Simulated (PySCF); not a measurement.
# One shape, several levels: SnBrClF2 (SMILES [F][Sn]([F])([Cl])[Br])

We compute a comparison of 3 runs (HF/STO-3G, HF/3-21G, SCS-MP2/def2-SVP) of SnBrClF2. The job is set up through a Python script.

The calculation is run with PySCF 2.14.0.

1 further run of the same task is left out (set aside as unsound or not needed).

## 1. Starting point

SnBrClF2: 5 atoms, total charge 0, spin state singlet. SMILES: `[F][Sn]([F])([Cl])[Br]`. The Sn2–F3 distance was set to 3.400 Å, away from the relaxed value. At this shape a bond of the SMILES string is far longer than usual.

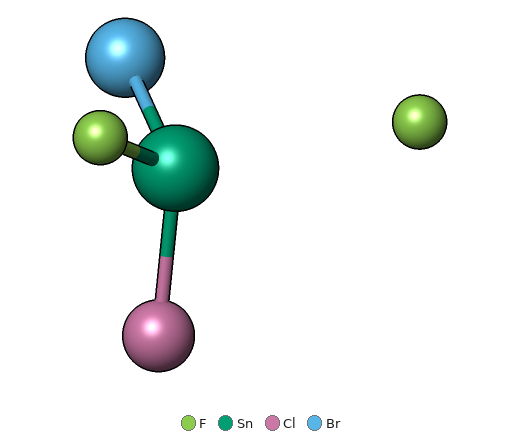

Viewed from a chosen angle; fluorine green, tin teal, chlorine pink, bromine blue.

## 2. The energy at HF/STO-3G (run 1)

Input file input.py:

```python
from pyscf import gto

molecule = gto.M(
    atom='''
F   -1.257155   0.471943   2.337830
Sn  -1.161655   0.757643   0.473030
F    1.519600  -1.062500  -0.556200
Cl  -3.033555  -0.106157  -0.487570
Br  -0.784055   3.101143   0.021030
''',
    basis='sto-3g',
    verbose=4,
    charge=0,
    max_memory=1860,
)

mf = molecule.RHF()
mf.conv_tol = 1e-10
mf.kernel()
if not mf.converged:
    mf = mf.newton().run(mf.mo_coeff, mf.mo_occ)

etot = mf.e_tot
print('E(%s) = %.9f' % ('HF', etot))
```

Launch:

```bash
$ OMP_NUM_THREADS=1 python input.py
```

Standard output:

```text
PySCF version 2.14.0

[INPUT] num. atoms = 5
[INPUT] num. electrons = 120
[INPUT] charge = 0
[INPUT] spin (= nelec alpha-beta = 2S) = 0
[INPUT] symmetry False subgroup None
[INPUT] Mole.unit = angstrom
[INPUT] Symbol           X                Y                Z      unit          X                Y                Z       unit  Magmom
[INPUT]  1 F     -1.257155000000   0.471943000000   2.337830000000 AA   -2.375678646128   0.891843016406   4.417858425792 Bohr   0.0
[INPUT]  2 Sn    -1.161655000000   0.757643000000   0.473030000000 AA   -2.195209801232   1.431737770194   0.893897148703 Bohr   0.0
[INPUT]  3 F      1.519600000000  -1.062500000000  -0.556200000000 AA    2.871627818889  -2.007834007350  -1.051065670483 Bohr   0.0
[INPUT]  4 Cl    -3.033555000000  -0.106157000000  -0.487570000000 AA   -5.732588133805  -0.200607656205  -0.921373766554 Bohr   0.0
[INPUT]  5 Br    -0.784055000000   3.101143000000   0.021030000000 AA   -1.481649216596   5.860310943112   0.039740940400 Bohr   0.0

[... 60 lines left out ...]
converged SCF energy = -9158.49065388551
E(HF) = -9158.490653886
```

It took 1.3 s on 1 thread of Arm Neoverse V2, shared host; peak memory 0.13 GiB.

## 3. The energy at HF/3-21G (run 2)

Input file input.xyz:

```xyz
5
BrClF2Sn
F     -1.257155     0.471943     2.337830
Sn    -1.161655     0.757643     0.473030
F      1.519600    -1.062500    -0.556200
Cl    -3.033555    -0.106157    -0.487570
Br    -0.784055     3.101143     0.021030
```

Input file calc.py:

```python
from pyscf import gto

molecule = gto.M(
    atom='input.xyz',
    spin=0,
    verbose=4,
    max_memory=1860,
    basis='3-21g',
)

mf = molecule.RHF()
mf.conv_tol = 1e-10
mf.kernel()
if not mf.converged:
    mf = mf.newton().run(mf.mo_coeff, mf.mo_occ)

energy = mf.e_tot
print('E(%s) = %.9f' % ('HF', energy))
```

Launch:

```bash
$ OMP_NUM_THREADS=1 python calc.py
```

Standard output:

```text
PySCF version 2.14.0

[INPUT] num. atoms = 5
[INPUT] num. electrons = 120
[INPUT] charge = 0
[INPUT] spin (= nelec alpha-beta = 2S) = 0
[INPUT] symmetry False subgroup None
[INPUT] Mole.unit = angstrom
[INPUT] Symbol           X                Y                Z      unit          X                Y                Z       unit  Magmom
[INPUT]  1 F     -1.257155000000   0.471943000000   2.337830000000 AA   -2.375678646128   0.891843016406   4.417858425792 Bohr   0.0
[INPUT]  2 Sn    -1.161655000000   0.757643000000   0.473030000000 AA   -2.195209801232   1.431737770194   0.893897148703 Bohr   0.0
[INPUT]  3 F      1.519600000000  -1.062500000000  -0.556200000000 AA    2.871627818889  -2.007834007350  -1.051065670483 Bohr   0.0
[INPUT]  4 Cl    -3.033555000000  -0.106157000000  -0.487570000000 AA   -5.732588133805  -0.200607656205  -0.921373766554 Bohr   0.0
[INPUT]  5 Br    -0.784055000000   3.101143000000   0.021030000000 AA   -1.481649216596   5.860310943112   0.039740940400 Bohr   0.0

nuclear repulsion = 990.010633808823
number of shells = 40
number of NR pGTOs = 192
number of NR cGTOs = 84
basis = 3-21g
ecp = {}

******** <class 'pyscf.scf.hf.RHF'> ********
method = RHF
initial guess = minao
damping factor = 0
level_shift factor = 0
DIIS = <class 'pyscf.scf.diis.CDIIS'>
diis_start_cycle = 1
diis_space = 8
diis_damp = 0
SCF conv_tol = 1e-10
SCF conv_tol_grad = None
SCF max_cycles = 50
direct_scf = True
direct_scf_tol = 1e-13
Set gradient conv threshold to 1e-05
Initial guess from minao.
init E= -9195.03716944471
  HOMO = -0.470924748582445  LUMO = -0.233938708229486  gap/eV = 6.44872
cycle= 1 E= -9211.15301000541  delta_E= -16.1  |g|= 0.915  |ddm|= 2.29
  HOMO = -0.121060996228143  LUMO = -0.115693045403773  gap/eV = 0.14607
cycle= 2 E= -9210.78129291872  delta_E= 0.372  |g|= 1.56  |ddm|= 2.88
  HOMO = -0.357616765847637  LUMO = -0.172676611186581  gap/eV = 5.03248
cycle= 3 E= -9211.32937252251  delta_E= -0.548  |g|= 0.324  |ddm|= 2.27
  HOMO = -0.331770278928421  LUMO = -0.137698127040121  gap/eV = 5.28097
cycle= 4 E= -9211.35656020835  delta_E= -0.0272  |g|= 0.0618  |ddm|= 0.399
  HOMO = -0.348013892403101  LUMO = -0.11446251428351  gap/eV = 6.35526
cycle= 5 E= -9211.35853698572  delta_E= -0.00198  |g|= 0.0669  |ddm|= 0.179
  HOMO = -0.355653553733929  LUMO = -0.112432856796998  gap/eV = 6.61837
cycle= 6 E= -9211.35910943298  delta_E= -0.000572  |g|= 0.0393  |ddm|= 0.0557
  HOMO = -0.3591658175008  LUMO = -0.112687741990718  gap/eV = 6.70701
cycle= 7 E= -9211.35936962397  delta_E= -0.00026  |g|= 0.0118  |ddm|= 0.0334
  HOMO = -0.36137816435616  LUMO = -0.11316130341039  gap/eV = 6.75432
cycle= 8 E= -9211.35941668388  delta_E= -4.71e-05  |g|= 0.00311  |ddm|= 0.0199
  HOMO = -0.361292308279945  LUMO = -0.113149927327238  gap/eV = 6.75230
cycle= 9 E= -9211.35943074741  delta_E= -1.41e-05  |g|= 0.00187  |ddm|= 0.00962
  HOMO = -0.361257273102336  LUMO = -0.113131377858867  gap/eV = 6.75185
cycle= 10 E= -9211.35944711074  delta_E= -1.64e-05  |g|= 0.000978  |ddm|= 0.0173
  HOMO = -0.361259875369955  LUMO = -0.113156757762213  gap/eV = 6.75123
cycle= 11 E= -9211.35945328542  delta_E= -6.17e-06  |g|= 0.000304  |ddm|= 0.0154
  HOMO = -0.361268693421622  LUMO = -0.113131689483539  gap/eV = 6.75215
cycle= 12 E= -9211.35945368023  delta_E= -3.95e-07  |g|= 0.000121  |ddm|= 0.00429
  HOMO = -0.361236452784872  LUMO = -0.113118646164594  gap/eV = 6.75163
cycle= 13 E= -9211.35945368867  delta_E= -8.44e-09  |g|= 5.36e-05  |ddm|= 0.000384
  HOMO = -0.361236522127993  LUMO = -0.113115827932546  gap/eV = 6.75171
cycle= 14 E= -9211.35945368933  delta_E= -6.6e-10  |g|= 2.85e-05  |ddm|= 6.99e-05
  HOMO = -0.361240302247596  LUMO = -0.113115087561723  gap/eV = 6.75183
cycle= 15 E= -9211.35945368948  delta_E= -1.55e-10  |g|= 4.58e-06  |ddm|= 3.46e-05
  HOMO = -0.361241152295222  LUMO = -0.113115293562872  gap/eV = 6.75185
cycle= 16 E= -9211.35945368951  delta_E= -2.36e-11  |g|= 1.59e-06  |ddm|= 1.25e-05
  HOMO = -0.361241006327333  LUMO = -0.113115328995913  gap/eV = 6.75184
Extra cycle  E= -9211.35945368952  delta_E= -1.64e-11  |g|= 8.53e-07  |ddm|= 4.23e-06
converged SCF energy = -9211.35945368952
E(HF) = -9211.359453690
```

Run time: 1.6 s. Hardware: 1 thread of Arm Neoverse V2, shared host; peak memory 0.17 GiB.

## 4. A single-point energy at SCS-MP2/def2-SVP (core potential) (run 3)

Input file run.py:

```python
from pyscf import gto, scf, mp

mol = gto.M(
    atom=[
    ('F', (-1.257155, 0.471943, 2.337830)),
    ('Sn', (-1.161655, 0.757643, 0.473030)),
    ('F', (1.519600, -1.062500, -0.556200)),
    ('Cl', (-3.033555, -0.106157, -0.487570)),
    ('Br', (-0.784055, 3.101143, 0.021030)),
],
    charge=0,
    ecp={'Sn': 'def2-svp'},
    max_memory=1860,
    basis='def2-svp',
    verbose=3,
)

mf = scf.RHF(mol)
mf.conv_tol = 1e-10
mf.kernel()
if not mf.converged:
    mf = mf.newton().run(mf.mo_coeff, mf.mo_occ)

pt = mp.MP2(mf, frozen=20).run()
energy = mf.e_tot + 1.2 * pt.e_corr_os + pt.e_corr_ss / 3
print(f'total energy: {energy:.8f} hartree')
```

Launch:

```bash
$ OMP_NUM_THREADS=1 python run.py
```

Standard output:

```text
converged SCF energy = -3443.43941672934
E(RMP2) = -3444.31071428018  E_corr = -0.871297550843381
E(SCS-RMP2) = -3444.26860339087  E_corr = -0.829186661531374
total energy: -3444.26860339 hartree
```

Run time: 3.6 s. Hardware: 1 thread of Arm Neoverse V2, shared host; peak memory 0.31 GiB.

## 5. The series

```
run                              level  core potential  frozen core orbitals   energy (Eh)  dipole moment (D) of the reference  HOMO energy (eV)  LUMO energy (eV)  wall time
  1                          HF/STO-3G               –                     –  -9158.490654                                1.34             -5.31              0.89      1.3 s
  2                           HF/3-21G               –                     –  -9211.359454                                5.08             -9.83             -3.08      1.6 s
  3  SCS-MP2/def2-SVP (core potential)        def2-svp                    20  -3444.268603                                8.31            -10.27             -3.29      3.6 s
```

## 6. What came out

| quantity | value |
| --- | --- |
| run 3: total energy | -3444.26860 Eh |
| run 3: dipole moment (Hartree–Fock density) | 8.31 D |
| run 3: HOMO energy (Hartree–Fock orbitals) | -10.27 eV |
| run 3: LUMO energy (Hartree–Fock orbitals) | -3.29 eV |
| run 3: HOMO–LUMO gap (Hartree–Fock orbitals) | 6.98 eV |
| run 3: correlation energy (20 core orbitals frozen) | -829.2 mEh |

**Reading.** Some runs of one species differ in core potentials or relativity; totals across that change don't compare. In run 1 the basis is minimal, so the values are rough. In runs 1, 2, 3 a closed-shell determinant meets a far-stretched bond, which it describes badly. In runs 1, 2 relativity is left out where basis or elements ask for it. All runs together took 6.5 s, the longest 3.6 s.
